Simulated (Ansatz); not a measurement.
# GaH₃NClO: two torsions

How does the energy of ClGaH₃NO, SMILES [NH2][Ga]([OH])[Cl] change over two coordinates at once? A grid of runs gives the map.

Program: Ansatz 0.2.0. Level of theory: RKS PBE0-D4/def2-TZVP. These are calculated values, not measurements.

**1. The starting structure**

SMILES `[NH2][Ga]([OH])[Cl]`, 7 atoms, charge 0, spin multiplicity 1.

Atoms are counted from 1 here; the program's logs count them from 0.

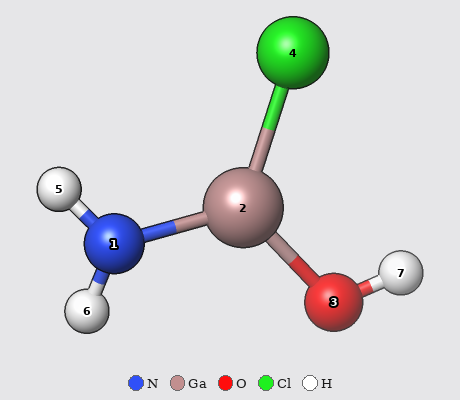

As it starts; nitrogen blue, gallium pink, oxygen red, chlorine green, hydrogen white; atoms are numbered from 1 in the order of the file.

Geometry (Å):

```mol
ClGaH3NO
  3D, bonds by distance, orders not assigned

  7  6  0  0  0  0  0  0  0  0999 V2000
   -0.5104    1.3584   -0.1056 N   0  0
    0.0102   -0.3802   -0.1305 Ga  0  0
    1.4889   -0.8908    0.7482 O   0  0
   -1.0323   -1.8144   -1.3734 Cl  0  0
   -1.4674    1.5954   -0.3749 H   0  0
   -0.1738    1.9641    0.6464 H   0  0
    1.6848   -1.8326    0.5899 H   0  0
  1  2  8  0
  1  5  8  0
  1  6  8  0
  2  3  8  0
  2  4  8  0
  3  7  8  0
M  END
```

This geometry comes from a loose relaxation at PBE in a small basis, which is not shown.

**2. The minimum at this level**

File input.yaml:

```yaml
crystal:
  periodic: [false, false, false]
  atoms:
    - { symbol: "N", position_ang: [-0.51039, 1.358449, -0.105619] }
    - { symbol: Ga, position_ang: [0.010235, -0.380196, -0.130472] }
    - { symbol: O, position_ang: [1.488862, -0.890788, 0.74821] }
    - { symbol: Cl, position_ang: [-1.032329, -1.81443, -1.373447] }
    - { symbol: H, position_ang: [-1.467371, 1.595404, -0.374909] }
    - { symbol: H, position_ang: [-0.173845, 1.964144, 0.646378] }
    - { symbol: H, position_ang: [1.684839, -1.832583, 0.589869] }
basis:
  gaussian: { orbitals: def2-TZVP }
hamiltonian:
  xc: pbe0
  dispersion: d4
output:
  forces: true
relax:
  f_tol: 0.003
  max_steps: 120
```

Run with:

```
$ ansatz run input.yaml --threads 1 --pin off --max-ram 2560MiB --backend cpu --events-out ev --progress --plain --runs-dir out
```

The program printed, shortened:

```text
Warning: RAYON_NUM_THREADS=1 ignored (pool sized by the plan → 1); use --threads N
[...]
Functional definition: PBE0
[...]
1119 factors; their error is unknown
[...]
mean field -68476.68992013 eV, -2516.4719393973 hartree, gradient 2.6e-5 eV, S^2 0.000000; 0 other end points of the search recorded, 0 dependent functions left out
[...]
reference -68476.68994835 eV, -2516.4719404344 hartree; 33, 33 occupied and 132, 132 virtual orbitals, 1119 factors
relax step   1: F+E_penalty+E_count = -68476.81168884 eV  Δ(F+E_penalty+E_count) = +0.000e0 eV  max|allowed force component| = 6.976e-1 eV/Å  Δτ_max = 0.0000 Å  (27 SCF iters, accepted)
[...]
relax step   3: F+E_penalty+E_count = -68476.84148284 eV  Δ(F+E_penalty+E_count) = -3.350e-3 eV  max|allowed force component| = 7.610e-2 eV/Å  Δτ_max = 0.0187 Å  (32 SCF iters, accepted)
[...]
relax step   5: F+E_penalty+E_count = -68476.84268377 eV  Δ(F+E_penalty+E_count) = -5.923e-4 eV  max|allowed force component| = 1.864e-1 eV/Å  Δτ_max = 0.0684 Å  (30 SCF iters, accepted)
[...]
relax step   7: F+E_penalty+E_count = -68476.84208828 eV  Δ(F+E_penalty+E_count) = +7.509e-4 eV  max|allowed force component| = 1.165e-1 eV/Å  Δτ_max = 0.0614 Å  (30 SCF iters, rejected (line search))
[...]
relax step   9: F+E_penalty+E_count = -68476.84390377 eV  Δ(F+E_penalty+E_count) = -3.488e-5 eV  max|allowed force component| = 5.579e-3 eV/Å  Δτ_max = 0.0042 Å  (33 SCF iters, accepted)
[...]
relax step  10: F+E_penalty+E_count = -68476.84390937 eV  Δ(F+E_penalty+E_count) = -5.599e-6 eV  max|allowed force component| = 8.946e-4 eV/Å  Δτ_max = 0.0014 Å  (33 SCF iters, accepted)
1119 factors; their error is unknown
[...]
mean field -68476.72081990 eV, -2516.4730749429 hartree, gradient 1.5e-5 eV, S^2 0.000000; 1 other end points of the search recorded, 0 dependent functions left out
[...]
reference -68476.72084792 eV, -2516.4730759724 hartree; 33, 33 occupied and 132, 132 virtual orbitals, 1119 factors
Total energy: -68476.84393739 eV, -2516.4775994271 hartree
Atom 0 at    -0.538558     1.328623    -0.056180 Å, force     0.000283     0.000134     0.000490 eV/Å
Atom 1 at     0.014846    -0.378376    -0.133583 Å, force    -0.000895     0.000798     0.000062 eV/Å
Atom 2 at     1.469366    -0.901384     0.735756 Å, force     0.000722     0.000494    -0.000360 eV/Å
Atom 3 at    -1.020262    -1.798289    -1.353589 Å, force     0.000206    -0.000110    -0.000218 eV/Å
Atom 4 at    -1.441345     1.603143    -0.402382 Å, force    -0.000077    -0.000889    -0.000276 eV/Å
Atom 5 at    -0.173867     1.968822     0.628270 Å, force     0.000463    -0.000228     0.000039 eV/Å
Atom 6 at     1.689821    -1.822539     0.581718 Å, force    -0.000704    -0.000199     0.000263 eV/Å
Dipole moment:    -0.079517     0.203433     0.139262 e Å
```

Wall time 1.8 min (1 thread of Arm Neoverse V1, shared host); peak memory 0.37 GiB.

Step by step:

```
step  energy from step 1 (eV)  largest force component (eV/Å)
   1                   0.0000                          0.6976
   2                  -0.0264                          0.2030
   3                  -0.0298                          0.0761
   4                  -0.0304                          0.1491
   5                  -0.0310                          0.1864
   6                  -0.0312                          0.1768
   7                  -0.0304                          0.1165
   8                  -0.0322                          0.0284
   9                  -0.0322                          0.0056
  10                  -0.0322                          0.0009
```

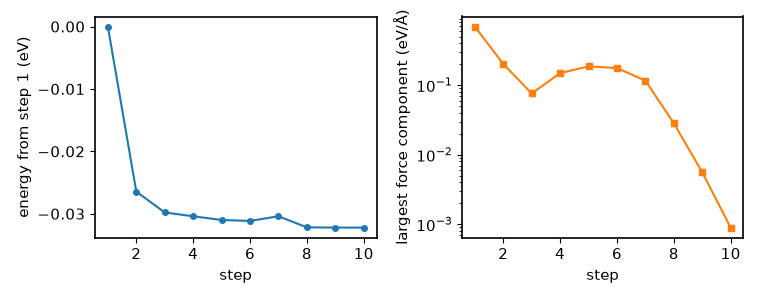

Energy and force, step by step.

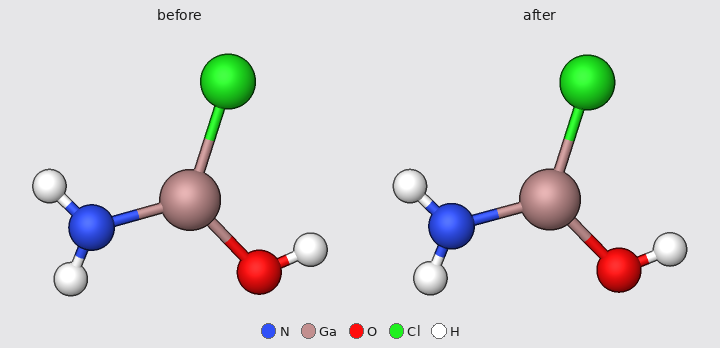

The geometry before (left) and after (right).

Bond lengths before and after, largest changes first:

```
   bond  before (Å)  after (Å)  change (Å)
Ga2–Cl4       2.165      2.139      -0.026
 Ga2–O3       1.794      1.773      -0.021
 N1–Ga2       1.815      1.796      -0.019
  N1–H6       1.023      1.006      -0.017
  N1–H5       1.022      1.005      -0.017
  O3–H7       0.975      0.960      -0.015
```

**3. The grid**

First coordinate, dihedral N1–Ga2–O3–H7: 8 values from −180 to 135 °, periodic. Second coordinate, dihedral H5–N1–Ga2–O3: 8 values from −180 to 135 °, periodic.

Nothing else is relaxed (all other coordinates rigid). Energies count from the relaxed molecule at the same level. Points are written as (first, second).

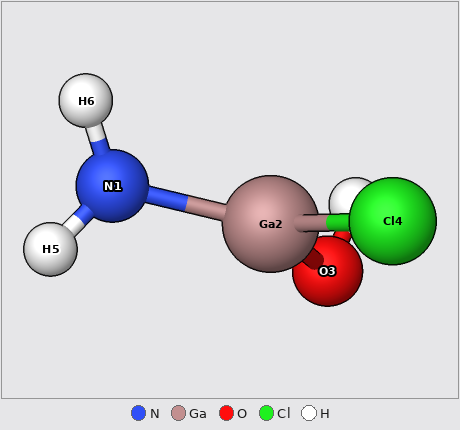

The geometry at (90°, 90°).

Below, 3 of the grid's runs; all are launched alike.

**4. Point (−180°, −180°)**

File input.yaml:

```yaml
crystal:
  periodic: [false, false, false]
  atoms:
    - { symbol: "N", position_ang: [-0.538558, 1.328623, -0.05618] }
    - { symbol: Ga, position_ang: [0.014846, -0.378376, -0.133583] }
    - { symbol: O, position_ang: [1.611341, -0.843868, 0.482401] }
    - { symbol: Cl, position_ang: [-1.206839, -1.872246, -1.056543] }
    - { symbol: H, position_ang: [-1.441345, 1.603143, -0.402382] }
    - { symbol: H, position_ang: [-0.173867, 1.968822, 0.62827] }
    - { symbol: H, position_ang: [1.79385, -1.781063, 0.386434] }
basis:
  gaussian: { orbitals: def2-TZVP }
hamiltonian:
  xc: pbe0
  dispersion: d4
output:
  forces: true
```

Run with:

```
$ ansatz run input.yaml --threads 1 --pin off --max-ram 2560MiB --backend cpu --events-out ev --progress --plain --runs-dir out
```

The program printed, shortened:

```text
Warning: RAYON_NUM_THREADS=1 ignored (pool sized by the plan → 1); use --threads N
[...]
[... 1 set-up line as earlier in the session ...]
[...]
1119 factors; their error is unknown
[...]
mean field -68476.70861130 eV, -2516.4726262849 hartree, gradient 2.4e-5 eV, S^2 0.000000; 0 other end points of the search recorded, 0 dependent functions left out
[...]
reference -68476.70863925 eV, -2516.4726273122 hartree; 33, 33 occupied and 132, 132 virtual orbitals, 1119 factors
Total energy: -68476.83172536 eV, -2516.4771506434 hartree
Atom 0 at    -0.538558     1.328623    -0.056180 Å, force     0.005028     0.015692    -0.001101 eV/Å
Atom 1 at     0.014846    -0.378376    -0.133583 Å, force     0.005783    -0.002194    -0.005611 eV/Å
Atom 2 at     1.611341    -0.843868     0.482401 Å, force    -0.024704    -0.004629     0.033907 eV/Å
Atom 3 at    -1.206839    -1.872246    -1.056543 Å, force     0.010956    -0.009953    -0.035119 eV/Å
Atom 4 at    -1.441345     1.603143    -0.402382 Å, force    -0.032885    -0.027653     0.063793 eV/Å
Atom 5 at    -0.173867     1.968822     0.628270 Å, force     0.037488     0.029776    -0.053988 eV/Å
Atom 6 at     1.793850    -1.781063     0.386434 Å, force    -0.001665    -0.001040    -0.001881 eV/Å
Dipole moment:    -0.075929     0.202893     0.143429 e Å
```

It took 10 s on 1 thread of Arm Neoverse V1, shared host; peak memory 0.37 GiB.

Energy on the map's scale: 0.012 eV.

**5. The run at (90°, 90°)**

File input.yaml:

```yaml
crystal:
  periodic: [false, false, false]
  atoms:
    - { symbol: "N", position_ang: [-0.538558, 1.328623, -0.05618] }
    - { symbol: Ga, position_ang: [0.014846, -0.378376, -0.133583] }
    - { symbol: O, position_ang: [0.900004, -0.982481, -1.546547] }
    - { symbol: Cl, position_ang: [-0.464224, -1.744745, 1.441075] }
    - { symbol: H, position_ang: [-1.441345, 1.603143, -0.402382] }
    - { symbol: H, position_ang: [-0.173867, 1.968822, 0.62827] }
    - { symbol: H, position_ang: [1.850929, -0.880816, -1.467433] }
basis:
  gaussian: { orbitals: def2-TZVP }
hamiltonian:
  xc: pbe0
  dispersion: d4
output:
  forces: true
```

Run with:

```
$ ansatz run input.yaml --threads 1 --pin off --max-ram 2560MiB --backend cpu --events-out ev --progress --plain --runs-dir out
```

The program printed, shortened:

```text
Warning: RAYON_NUM_THREADS=1 ignored (pool sized by the plan → 1); use --threads N
[...]
[... 1 set-up line as earlier in the session ...]
[...]
1119 factors; their error is unknown
[...]
mean field -68476.13070084 eV, -2516.4513884673 hartree, gradient 6.3e-5 eV, S^2 0.000000; 0 other end points of the search recorded, 0 dependent functions left out
[...]
reference -68476.13072979 eV, -2516.4513895315 hartree; 33, 33 occupied and 132, 132 virtual orbitals, 1119 factors
Total energy: -68476.25339594 eV, -2516.4558974291 hartree
Atom 0 at    -0.538558     1.328623    -0.056180 Å, force     0.017004     0.583253    -0.147427 eV/Å
Atom 1 at     0.014846    -0.378376    -0.133583 Å, force    -0.021224    -0.293293     0.089495 eV/Å
Atom 2 at     0.900004    -0.982481    -1.546547 Å, force     0.136431    -0.178241     0.033288 eV/Å
Atom 3 at    -0.464224    -1.744745     1.441075 Å, force     0.080008    -0.106526    -0.000219 eV/Å
Atom 4 at    -1.441345     1.603143    -0.402382 Å, force     0.004979     0.092424     0.052350 eV/Å
Atom 5 at    -0.173867     1.968822     0.628270 Å, force    -0.219523    -0.036574     0.109450 eV/Å
Atom 6 at     1.850929    -0.880816    -1.467433 Å, force     0.002325    -0.061044    -0.136937 eV/Å
Dipole moment:     0.142480     0.466454     0.048005 e Å
```

Run time: 9.7 s. Hardware: 1 thread of Arm Neoverse V1, shared host; peak memory 0.36 GiB.

On the map this point reads 0.591 eV.

**6. The run at (45°, −90°)**

File input.yaml:

```yaml
crystal:
  periodic: [false, false, false]
  atoms:
    - { symbol: "N", position_ang: [-0.538558, 1.328623, -0.05618] }
    - { symbol: Ga, position_ang: [0.014846, -0.378376, -0.133583] }
    - { symbol: O, position_ang: [-0.310946, -1.499659, 1.201146] }
    - { symbol: Cl, position_ang: [1.16134, -1.070706, -1.80159] }
    - { symbol: H, position_ang: [-1.441345, 1.603143, -0.402382] }
    - { symbol: H, position_ang: [-0.173867, 1.968822, 0.62827] }
    - { symbol: H, position_ang: [-1.211663, -1.445464, 1.527682] }
basis:
  gaussian: { orbitals: def2-TZVP }
hamiltonian:
  xc: pbe0
  dispersion: d4
output:
  forces: true
```

Run with:

```
$ ansatz run input.yaml --threads 1 --pin off --max-ram 2560MiB --backend cpu --events-out ev --progress --plain --runs-dir out
```

The program printed, shortened:

```text
Warning: RAYON_NUM_THREADS=1 ignored (pool sized by the plan → 1); use --threads N
[...]
[... 1 set-up line as earlier in the session ...]
[...]
1119 factors; their error is unknown
[...]
mean field -68476.20823011 eV, -2516.4542376157 hartree, gradient 5.7e-5 eV, S^2 0.000000; 0 other end points of the search recorded, 0 dependent functions left out
[...]
reference -68476.20825903 eV, -2516.4542386783 hartree; 33, 33 occupied and 132, 132 virtual orbitals, 1119 factors
Total energy: -68476.33101586 eV, -2516.4587499085 hartree
Atom 0 at    -0.538558     1.328623    -0.056180 Å, force    -0.142282     0.606484    -0.194090 eV/Å
Atom 1 at     0.014846    -0.378376    -0.133583 Å, force     0.202900    -0.331485    -0.111922 eV/Å
Atom 2 at    -0.310946    -1.499659     1.201146 Å, force     0.067260    -0.498380    -0.106379 eV/Å
Atom 3 at     1.161340    -1.070706    -1.801590 Å, force    -0.099155    -0.035783     0.218534 eV/Å
Atom 4 at    -1.441345     1.603143    -0.402382 Å, force     0.052943     0.136176    -0.015693 eV/Å
Atom 5 at    -0.173867     1.968822     0.628270 Å, force    -0.158879    -0.035284     0.075831 eV/Å
Atom 6 at    -1.211663    -1.445464     1.527682 Å, force     0.077213     0.158273     0.133720 eV/Å
Dipole moment:    -0.513737     0.401000     0.254119 e Å
```

It took 8.3 s on 1 thread of Arm Neoverse V1, shared host; peak memory 0.37 GiB.

Energy on the map's scale: 0.513 eV.

**7. Energy over the grid**

64 points were computed. Energies in eV, from the relaxed molecule at the same level:

| dihedral H5–N1–Ga2–O3 (°) ↓, dihedral N1–Ga2–O3–H7 (°) → | −180 | −135 | −90 | −45 | 0 | 45 | 90 | 135 |
| --- | --- | --- | --- | --- | --- | --- | --- | --- |
| 135 | 0.240 | 0.359 | 0.467 | 0.372 | 0.295 | 0.398 | 0.464 | 0.333 |
| 90 | 0.347 | 0.453 | 0.598 | 0.514 | 0.393 | 0.482 | 0.591 | 0.474 |
| 45 | 0.112 | 0.185 | 0.313 | 0.278 | 0.183 | 0.223 | 0.299 | 0.216 |
| 0 | 0.018 | 0.112 | 0.211 | 0.165 | 0.112 | 0.160 | 0.188 | 0.087 |
| −45 | 0.249 | 0.379 | 0.497 | 0.407 | 0.332 | 0.425 | 0.475 | 0.336 |
| −90 | 0.352 | 0.458 | 0.612 | 0.543 | 0.429 | 0.513 | 0.612 | 0.486 |
| −135 | 0.109 | 0.172 | 0.303 | 0.282 | 0.201 | 0.242 | 0.316 | 0.228 |
| −180 | 0.012 | 0.091 | 0.186 | 0.143 | 0.097 | 0.156 | 0.194 | 0.094 |

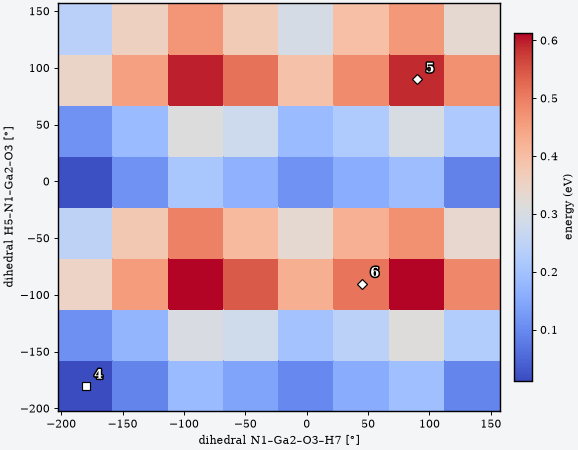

The map; numbers mark the steps of this session that print a point's run. The picture shows one coloured cell a grid point.

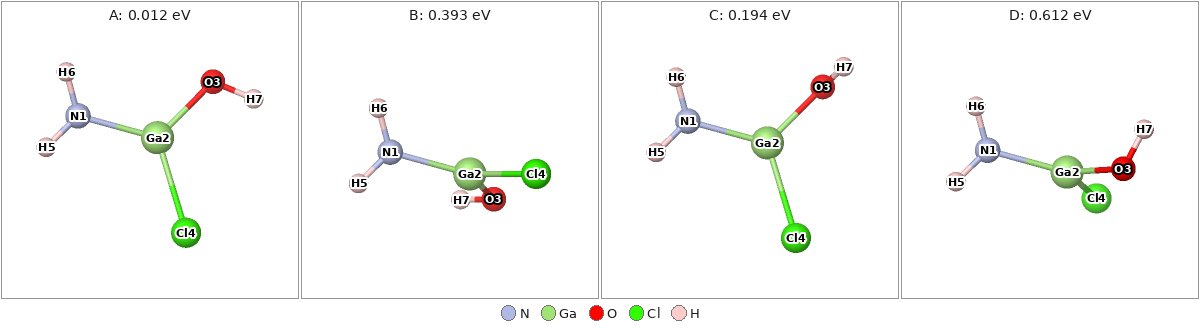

Structures on the grid, at one scale: A at (−180°, −180°); B at (0°, 90°); C at (90°, −180°); D at (−90°, −90°).

The dipole moment (D) at each point:

| dihedral H5–N1–Ga2–O3 (°) ↓, dihedral N1–Ga2–O3–H7 (°) → | −180 | −135 | −90 | −45 | 0 | 45 | 90 | 135 |
| --- | --- | --- | --- | --- | --- | --- | --- | --- |
| 135 | 1.02 | 1.34 | 2.25 | 2.96 | 3.27 | 3.17 | 2.66 | 1.80 |
| 90 | 0.85 | 1.43 | 2.31 | 2.92 | 3.16 | 2.96 | 2.35 | 1.47 |
| 45 | 1.05 | 1.78 | 2.66 | 3.21 | 3.36 | 3.09 | 2.42 | 1.49 |
| 0 | 1.18 | 1.91 | 2.83 | 3.40 | 3.53 | 3.24 | 2.56 | 1.62 |
| −45 | 1.15 | 1.78 | 2.70 | 3.35 | 3.55 | 3.29 | 2.63 | 1.71 |
| −90 | 1.15 | 1.60 | 2.52 | 3.22 | 3.53 | 3.36 | 2.74 | 1.83 |
| −135 | 1.26 | 1.58 | 2.50 | 3.23 | 3.59 | 3.51 | 2.97 | 2.06 |
| −180 | 1.25 | 1.49 | 2.42 | 3.15 | 3.50 | 3.45 | 2.95 | 2.07 |

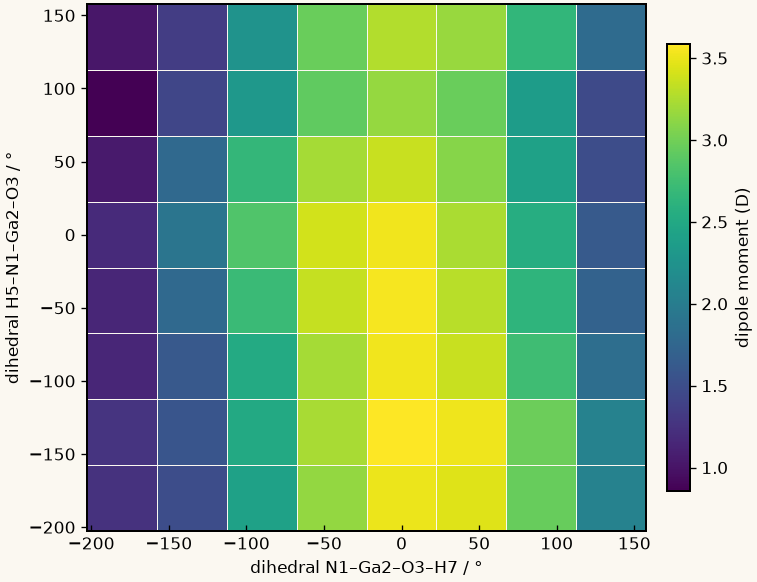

The dipole moment over the grid. Drawn: one coloured cell a grid point.

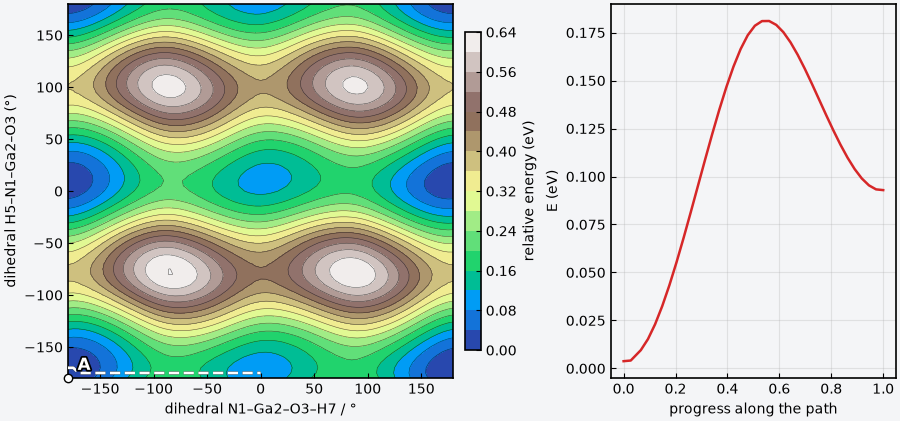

The easiest path on the interpolated surface, from its minimum near A. Drawn: filled contours, a line along the lowest path, the energy along the path at the right. Between grid points the surface is interpolated.

**8. Summary of results**

| quantity | value |
| --- | --- |
| lowest point | (−180°, −180°), 0.012 eV |
| highest computed point | (−90°, −90°), 0.600 eV above the lowest |
| dipole moment (D) | 0.85 at (−180°, 90°) to 3.59 at (0°, −135°); 1.25 at the lowest point |
| time for the whole task | 12 min on 1 thread, shared host |

In words: The lowest computed point is at (−180°, −180°), 0.012 eV from the relaxed molecule at the same level. There are further wells near (−180°, 0°) (0.006 eV above the lowest at that grid point); (0°, −180°) (0.085 eV above the lowest at that grid point); (0°, 0°) (0.100 eV above the lowest at that grid point). The highest computed point, (−90°, −90°), lies 0.600 eV above the lowest. On the interpolated surface the easiest way out of the lowest well to the well at (0°, −180°) passes a barrier of about 0.18 eV. Round the minimum the valley is somewhat tilted: raising dihedral N1–Ga2–O3–H7 shifts the best value of dihedral H5–N1–Ga2–O3 upwards (coupling k₁₂/√(k₁₁k₂₂) about −0.1).
